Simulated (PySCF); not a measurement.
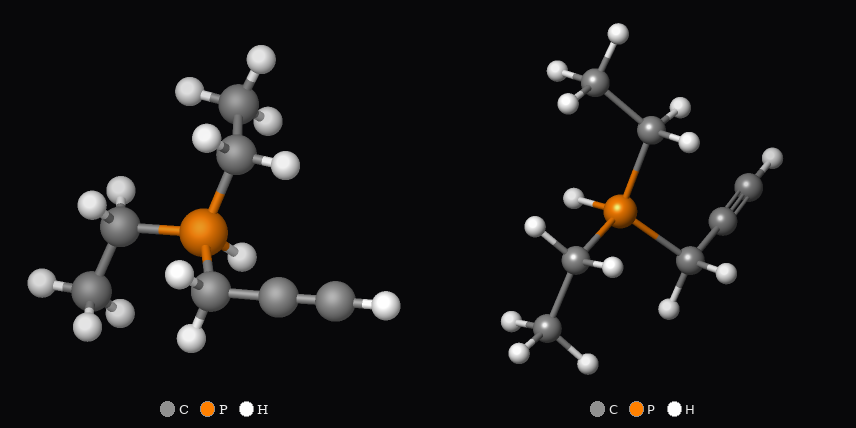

The same structure drawn twice, from different directions.

Charge +1, singlet. Computed geometry: PBE0-D3(BJ)/def2-SVP optimisation. No frequency run is at hand to confirm it as a minimum.

Question: Count the atoms of each element.

Answer: C₇H₁₄P⁺, 22 atoms: 7 carbon, 14 hydrogen and 1 phosphorus.

Question: Name functional groups in it.

Answer: Among them: alkyne.

Question: Which point group does it belong to?

Answer: C1.

Question: How many bonds of each kind are drawn?

Answer: 13 C–H, 4 C–C, 3 C–P, 1 P–H.

The parts below concern this one geometry. Atoms keep their numbers from picture to picture.

**Shape**

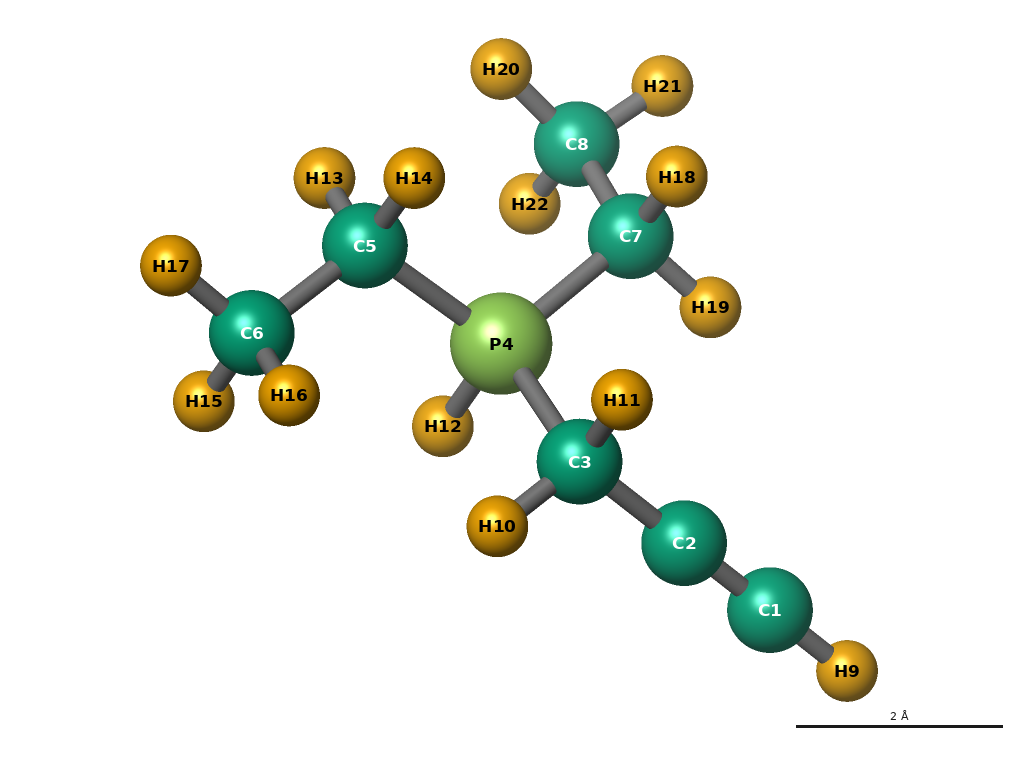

The atoms are numbered. No frequency run is at hand to confirm it as a minimum.

Question: What is the geometry at C6?

Answer: C6 has 4 neighbours (C5 at 1.52, H15 at 1.10, H16 at 1.10, H17 at 1.10 Å); the arrangement is tetrahedral.

Question: How are the neighbours of atom 7 arranged?

Answer: C7 has 4 neighbours (P4 at 1.81, C8 at 1.52, H18 at 1.10, H19 at 1.10 Å); the arrangement is tetrahedral.

Question: How are the neighbours of atom 2 arranged?

Answer: C2 has 2 neighbours (C1 at 1.21, C3 at 1.45 Å); the arrangement is linear.

Question: How are the neighbours of atom 3 arranged?

Answer: C3 has 4 neighbours (C2 at 1.45, P4 at 1.82, H10 at 1.10, H11 at 1.10 Å); the arrangement is tetrahedral.

Question: What is the dihedral angle C5–P4–C7–C8?

Answer: 61° in size, that is gauche.

**Excitation**

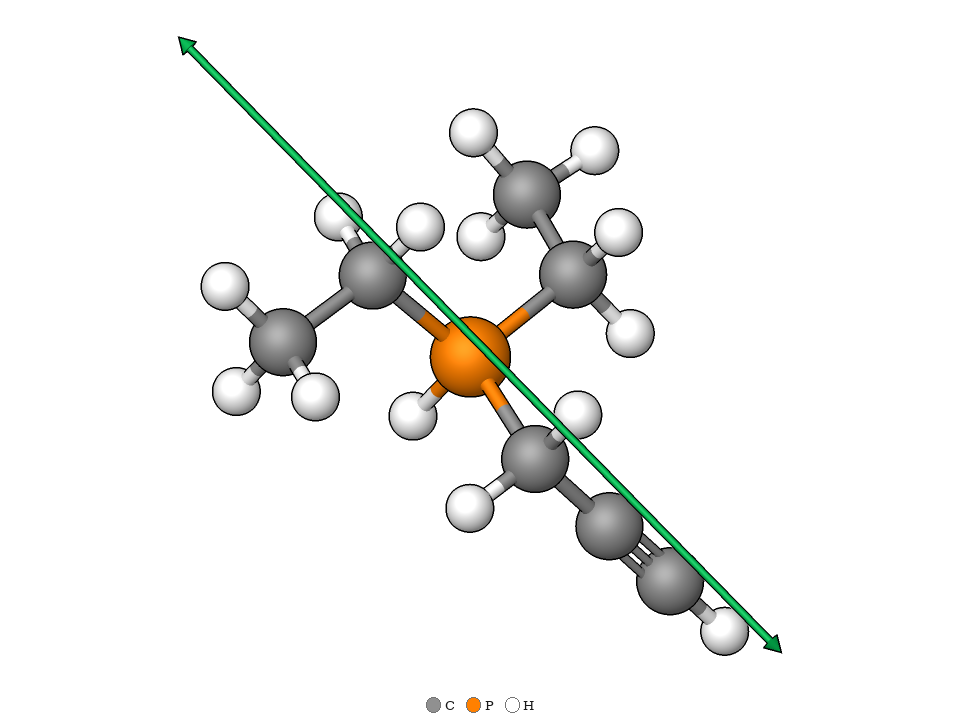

The double arrow shows the direction of the transition dipole to excited singlet state 8 (its length means nothing). No frequency run is at hand to confirm it as a minimum. Method: TDDFT CAM-B3LYP/def2-SVPD, vertical, gas phase, core orbitals frozen in the response (PySCF 2.14.0).

Question: Where does the transition lie, and how strong is it?

Answer: 8.18 eV (152 nm), oscillator strength 0.035, of mixed character, with the largest part HOMO → LUMO+3 (weight 0.27); transition dipole 1.07 D.

**NMR shielding**

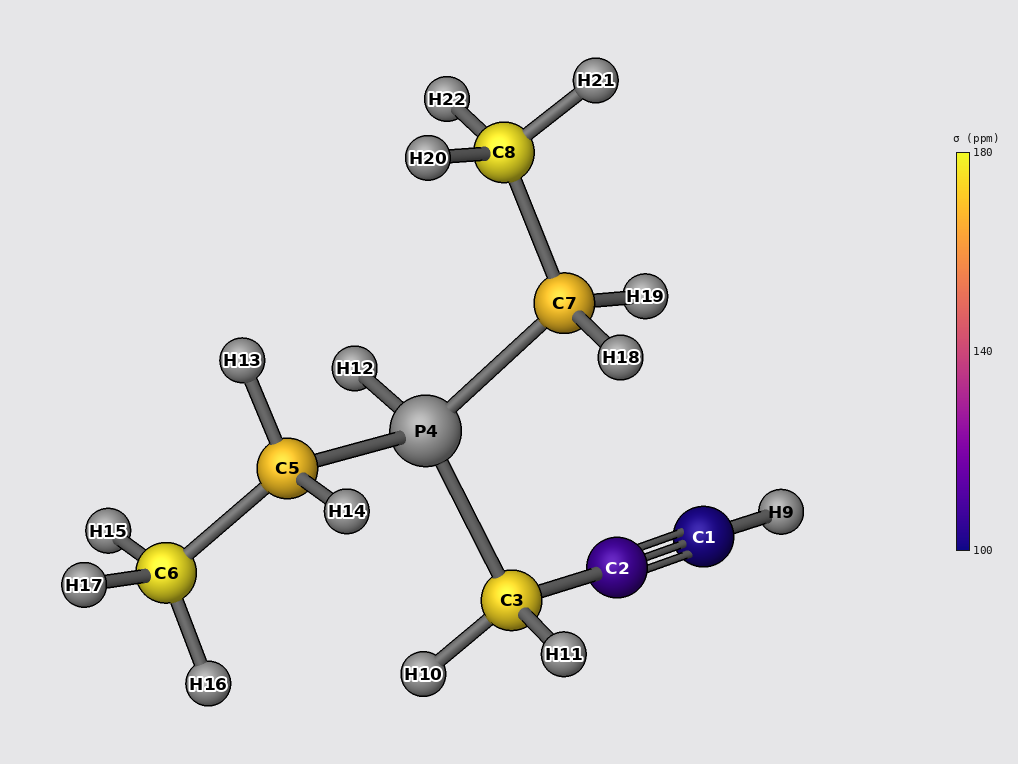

Atoms are coloured by their isotropic NMR shieldings (C only, the others grey). No frequency run is at hand to confirm it as a minimum. Level of theory: GIAO PBE0/pcSseg-1 NMR shielding, non-relativistic, IEF-PCM water (PySCF 2.14.0).

Give the isotropic NMR shieldings of the C atoms atom by atom.

```json
{"atom": "C1", "σ (ppm)": "101.8"}
{"atom": "C2", "σ (ppm)": "108.1"}
{"atom": "C3", "σ (ppm)": "174.1"}
{"atom": "C5", "σ (ppm)": "170.4"}
{"atom": "C6", "σ (ppm)": "176.8"}
{"atom": "C7", "σ (ppm)": "170.1"}
{"atom": "C8", "σ (ppm)": "176.9"}
```

**Polarisability**

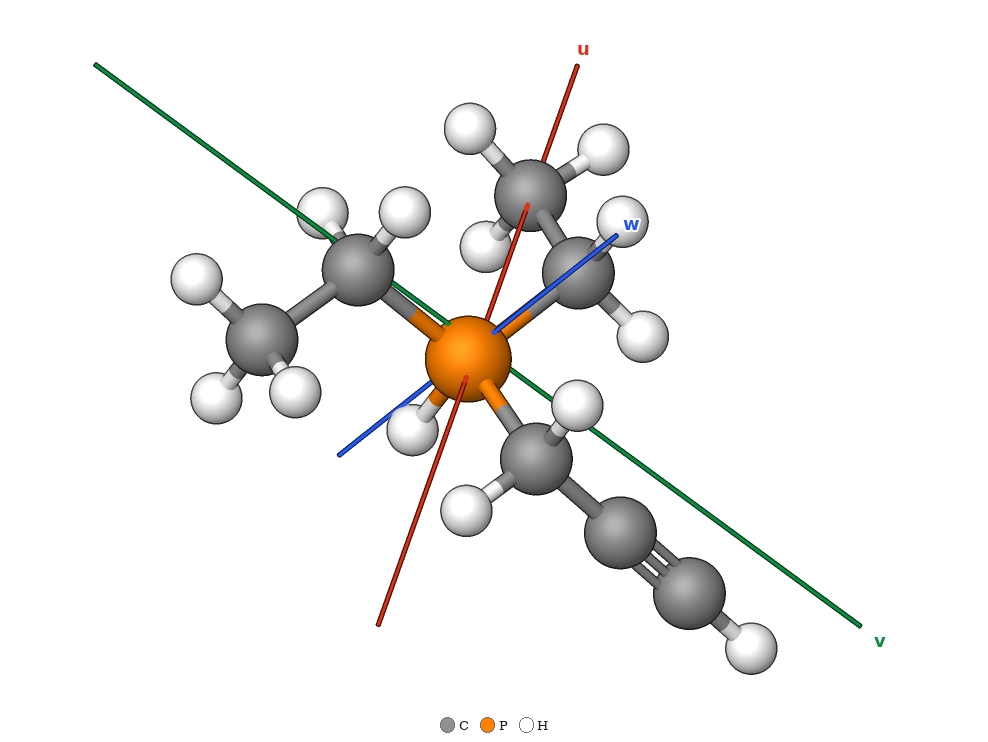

The lines u, v and w are the principal axes of the static dipole polarisability. No frequency run is at hand to confirm it as a minimum. Method: CAM-B3LYP/def2-SVPD (PySCF 2.14.0).

Question: Along which axis is the molecule most polarisable, and along which least?

Answer: Most along v, least along w.

Question: Give the three principal values.

Answer: u 99.8, v 121.6, w 79.0 bohr³; mean 100.1, anisotropy 36.9 bohr³.
